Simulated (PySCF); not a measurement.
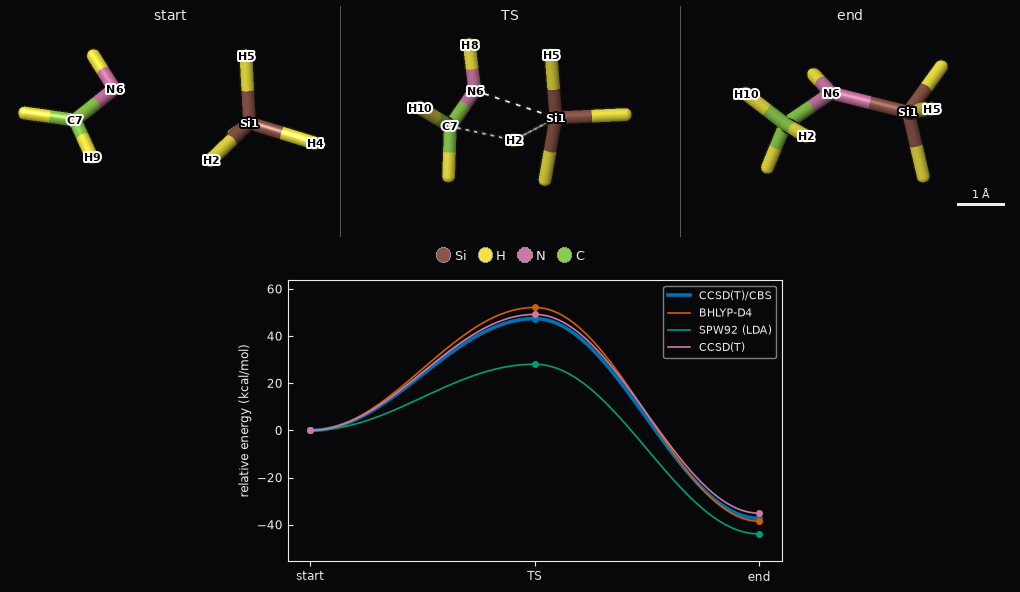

A reaction step of CH7NSi, with its energy diagram. A stick model, seen face on. Dashed sticks mark bonds that form or break.

Stationary points at PBE0-D4/def2-TZVP, single-point energies with CCSD(T)/CBS, BHLYP-D4, SPW92 (LDA), CCSD(T) (def2-TZVPP where no basis is named; PySCF 2.14.0). The energies are electronic, without zero-point or thermal terms, and both ends are the minima reached downhill from the saddle, with any fragments still in contact. CCSD(T)/CBS stands for a frozen-core estimate: MP2 correlation extrapolated from def2-TZVPP and def2-QZVPP, CCSD(T) minus MP2 from the smaller set.

### Describe the step and its energetics.

Counted by bonded pieces, the start holds CH₃N + SiH₄ and the end holds CH₇NSi. From the start over the saddle to the end, bonds form: N–Si (3.02 → 1.97 → 1.72 Å), C–H (3.10 → 1.73 → 1.09 Å). A bond breaks: H–Si (1.49 → 1.63 → 2.88 Å). The saddle has one imaginary mode, 918i cm⁻¹. With CCSD(T)/CBS the barrier is 47.4 kcal/mol from the start and 84.8 kcal/mol from the end, and the end lies 37.3 kcal/mol below the start.

```tsv
level	barrier from the start (kcal/mol)	barrier from the end (kcal/mol)	the end less the start (kcal/mol)
CCSD(T)/CBS	47.4	84.8	−37.3
BHLYP-D4	52.2	90.7	−38.5
SPW92 (LDA)	28.1	72.0	−43.9
CCSD(T)	49.2	84.3	−35.1
```

Against CCSD(T)/CBS, CCSD(T) comes closest on the barrier from the start (+1.8 kcal/mol) and SPW92 (LDA) misses most (−19.4 kcal/mol).

Limits of the set-up: the start holds two separate molecules, 2.6 Å apart at their closest, whose relative position is a soft coordinate.
